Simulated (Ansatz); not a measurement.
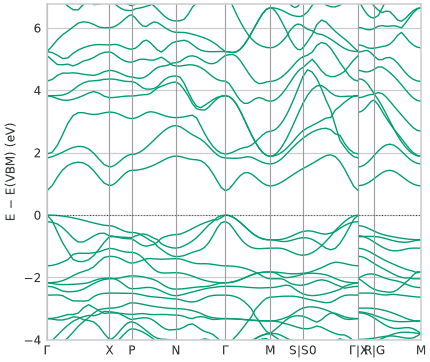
*Band structure from LDA (plane waves, PAW; program Ansatz)*

Problem. Read off the gap and where the band edges lie.

Solution. About 0.8 eV (0.78 eV by a search for the band edges); maximum at Γ, minimum at Γ.

The material is GaCuGeSe4 in space group I-4 (No. 82; Ga on 2b, Cu on 2d, Ge on 2c, Se on 8g).

The workflow started from a Materials Project entry (that database holds measured and hypothetical structures alike); the Crystallography Open Database copy checked does not list it. Its standing as an ambient phase is unchecked. The LDA relaxation kept the symmetry of its start; of distortions, only those at the zone centre were tested. No spin polarisation was allowed. Scalar-relativistic: spin–orbit coupling is off unless named, which matters more the heavier the elements.

Potentials: the later of the program's two PAW sets.
